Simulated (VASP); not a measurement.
Band structure of As (relaxed from the fcc structure, space group Fm-3m). Method: PBEsol GGA, VASP's PBE PAW potentials (set 64) (plane waves; VASP).

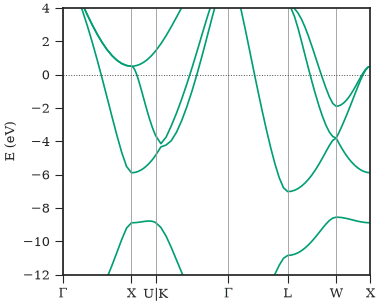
Figure: Bands along high-symmetry lines, zero at the valence-band maximum or, without a gap, the Fermi level

Problem. Read the plot: is there a gap, and where are the band edges?

Solution. It has no gap at this level: it comes out as a metal or semimetal. (Edges off the drawn lines would not show.)

The structure was generated: As was put into the fcc type (Fm-3m), which need not be its known phase. It was relaxed first.
